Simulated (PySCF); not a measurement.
```xyz
13

C     0.5719   -1.0668   -0.7076
C     1.1923    0.2811   -0.6350
Si   -0.1455    1.3742    0.1831
C    -0.9812   -0.1927    0.9099
N    -0.6576   -1.1958   -0.0716
H     0.7170   -1.7099   -1.5610
H     1.5346    0.6196   -1.6152
H     2.0825    0.2662    0.0067
H     0.3417    2.2831    1.2203
H    -1.0360    2.0471   -0.7635
H    -0.5766   -0.4357    1.9024
H    -2.0667   -0.1335    1.0114
H    -0.9809   -2.1364    0.1024
```

Geometry: GFN2-xTB.

Theory: UKS B3LYP, pcH-1 on C H N Si, non-relativistic, mean-field spin-orbit, GIAO (PySCF 2.14.0, density-fitted response routines).

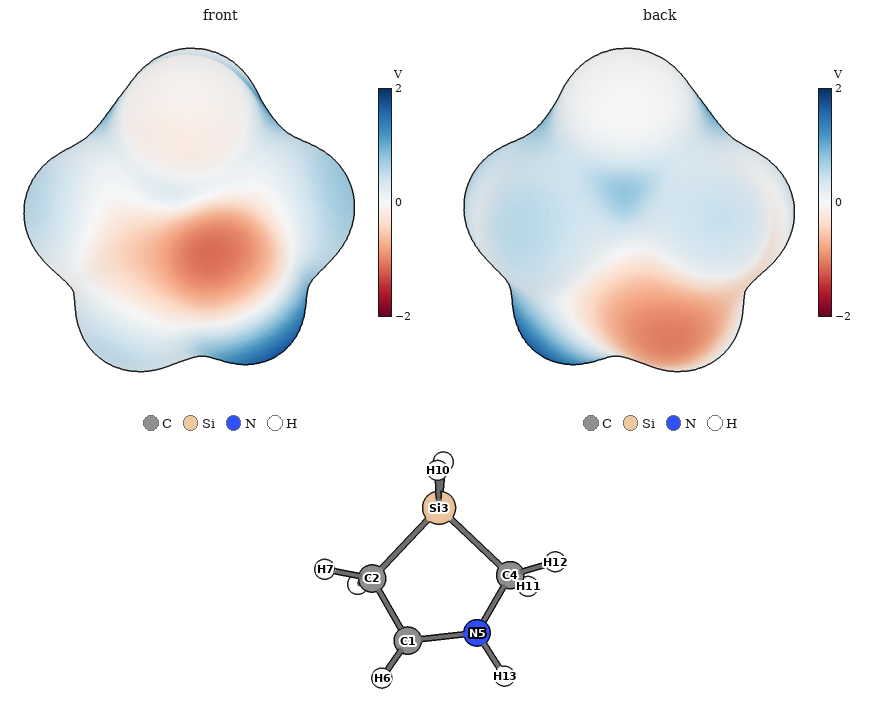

C3H8NSi (SMILES [CH]1C[SiH2]CN1) (doublet). The electrostatic potential painted on the density surface at 0.002 e/bohr³, seen from the front and from behind; the colour scale runs from red (negative) to blue (positive). The bare structure is drawn below in the same view.

Which sites attract a positive test charge, and which a negative one?

Answer. A positive charge is drawn to the negative regions and a negative charge to the positive ones. The most negative region (about −1.1 V) lies over N5, the most positive (about +1.6 V) over H13. N5 is the likeliest acceptor of a hydrogen bond.
